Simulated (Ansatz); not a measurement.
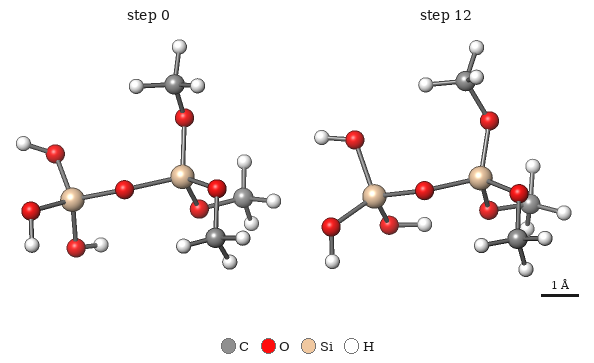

The structure of C₃H₁₂O₇Si₂ (coarse preliminary run) before (left) and after (right) a relaxation, at one scale.

Style: ball-and-stick. Shown face on.

The start comes from a force field.

Computed with RKS PBE-D4/def2-SVP (Ansatz 0.2.0). Settings: force threshold 0.03 eV/Å; at most 200 steps.

Describe what moved and what it gained.

The atom that moves furthest after the best rigid fit is an H atom (0.96 Å). Largest moves by element: H 0.96 Å, O 0.89 Å, C 0.37 Å, Si 0.21 Å. Some distances before and after: C–H 0.975 → 1.112 Å, C–O 1.356 → 1.424 Å, O–Si 1.632 → 1.685 Å, O–Si 1.616 → 1.665 Å. Among the angles between lasting bonds that change: O–Si–O 112.5° → 104.1°, Si–O–Si 137.1° → 129.4°, O–Si–O 106.5° → 114.0°. Groups turn about O–Si by about 40°, O–Si by about 40°, O–Si by about 35°. Over 12 geometry steps the energy falls by 1.132 eV. The largest force component goes from 6.5 to 0.028 eV/Å. The run took about 70 s of wall time on a shared GPU.
